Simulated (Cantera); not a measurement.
Charge: 1 mol AlN, 0.29 mol H2O, 7.8 mol H2, at 0.0600 bar.

Equilibrium computed with Cantera from the NASA thermochemical tables; the gas is ideal and each condensed phase is pure. Candidate condensed phases: Al, AlN, Al2O3, H2O; 35 gas species. Mutual solubility and eutectic melting of coexisting phases are not modelled. The tables' values for AlOH are old estimates; treat these amounts as uncertain. Condensed phases not in the tables: aluminium oxynitride. The numbers say what is thermodynamically allowed, not how fast it happens.

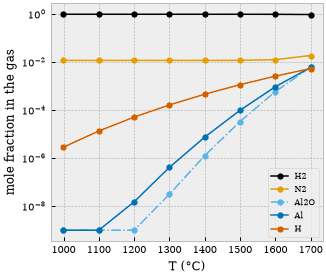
Figure: Equilibrium gas composition (values under 1e-9 drawn at 1e-9)

From 1000 °C to 1700 °C the condensed part is AlN(s) + Al2O3(s).
